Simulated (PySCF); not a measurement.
Cd(SH)(SiMe3), SMILES C[Si](C)(C)[Cd][SH] at its GFN2-xTB optimised geometry (Å):

```
16

Cd    -1.0894     0.0236     0.0000
S     -2.2848     2.2280     0.0000
H     -3.5724     1.9347    -0.0054
Si     1.4698     0.0236     0.0000
C      1.9341     1.1052    -1.5256
C      2.5111    -1.5939    -0.0596
C      1.9535     1.0021     1.5881
H      2.9645     1.4477    -1.4856
H      1.8080     0.5565    -2.4567
H      1.2955     1.9876    -1.5736
H      2.3009    -2.1722    -0.9541
H      2.3143    -2.2280     0.7993
H      3.5724    -1.3608    -0.0602
H      1.8365     0.3944     2.4827
H      1.3193     1.8818     1.7008
H      2.9849     1.3431     1.5580
```

Calculation: B3LYP/def2-TZVP, def2 effective core potentials past Kr (PySCF). The core electrons that the potentials of Cd replace are not part of the density.

Map of the log10 of the electron density (e/bohr³), floored at −4 on the plane z = 1.2 Å:

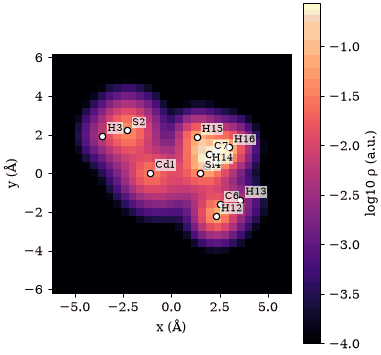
*Log10 of the electron density (e/bohr³), floored at −4 on the plane z = 1.2 Å.*
